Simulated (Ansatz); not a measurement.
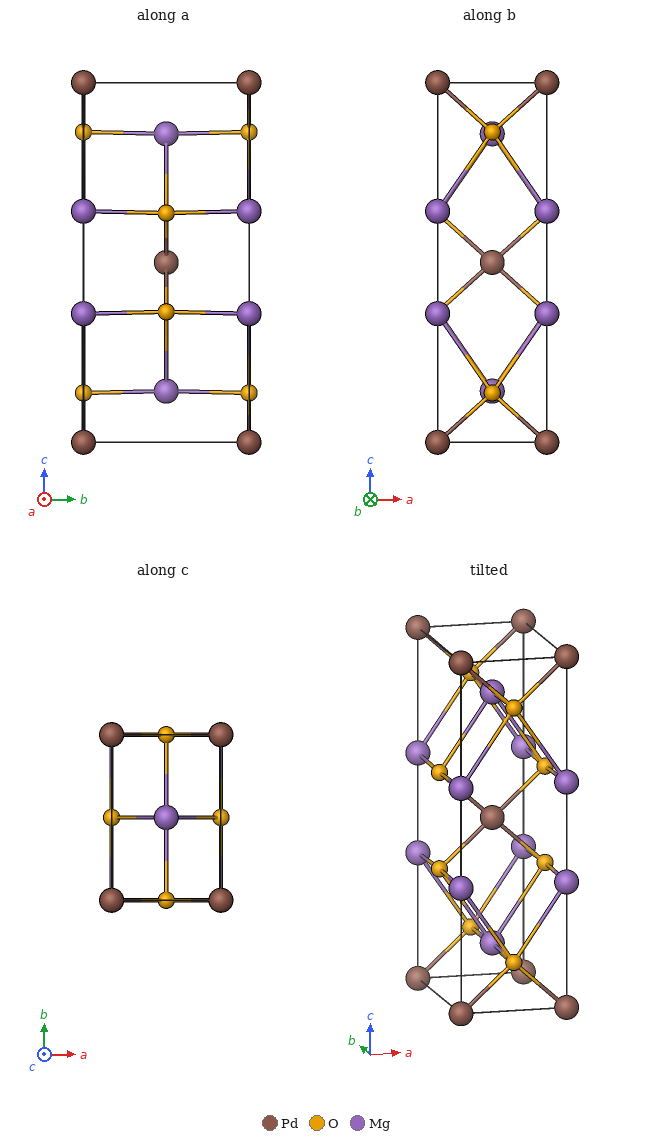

A ball-and-stick rendering, viewed along the a axis, along the b axis, along the c axis and slightly off an axis. The frame is the conventional unit cell; atoms at its boundary are shown with their periodic copies.

Lattice parameters: a = 2.856 Å, b = 4.325 Å, c = 9.397 Å, α = 90.00°, β = 90.00°, γ = 90.00°.

Give the structure in the form of a table of Wyckoff sites, with free fractional coordinates to two decimals.

Answer. Space group Immm (No. 71).
```json
{"atom": "Pd", "site": "2a", "x": "0.00", "y": "0.00", "z": "0.00"}
{"atom": "O", "site": "4j", "x": "0.00", "y": "0.50", "z": "0.36"}
{"atom": "Mg", "site": "4i", "x": "0.00", "y": "0.00", "z": "0.36"}
```

The model is a generated cell, made by putting these elements into a known structure type (the compound may or may not exist in this form); its atoms and cell weren't optimised. A calculation with Ansatz used it as input.

At this level of theory the cell isn't at rest (compressed, at 26 GPa and forces up to 5.5 eV/Å), so its distances can differ from those at equilibrium, the more so the softer the solid.
